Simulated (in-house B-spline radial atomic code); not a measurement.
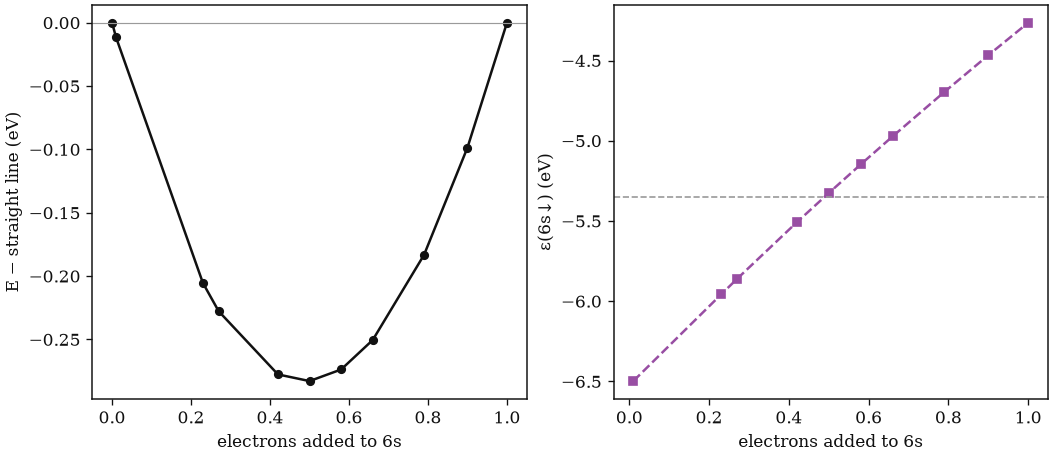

Method: scalar-relativistic (spin-free one-electron X2C) BHandHLYP, spin-polarised, spherical fractional occupations, Fermi nucleus, basis-set limit; computed with an in-house B-spline radial code. The occupation of the 6s shell is varied from Pr⁺ ([Xe] 4f3 6s1 (high spin)) to Pr ([Xe] 4f3 6s2 (high spin)), with spherical fractional occupations. The plot shows the total energy less the straight line between the end points, and the eigenvalue of 6s↓ (the dashed line is minus the energy to take the whole electron out).

### What does the shape say about the method?

The curve is convex (below the straight line), with the largest deviation among the points computed, −0.28 eV, at 0.5. The end points differ by 5.35 eV, the energy to take the electron out. The eigenvalue, which is the slope of the energy (Janak's theorem), moves from −6.50 eV at 0.01 to −4.26 eV at 1; for a straight line it would stay constant, and a parabola would sag by an eighth of this change, scaled to a whole electron, 0.28 eV. Convexity is the delocalisation error: fractional charges are too low in energy. Exact exchange at spherical fractional occupations leaves self-interaction in partly filled shells, which adds to the curvature.
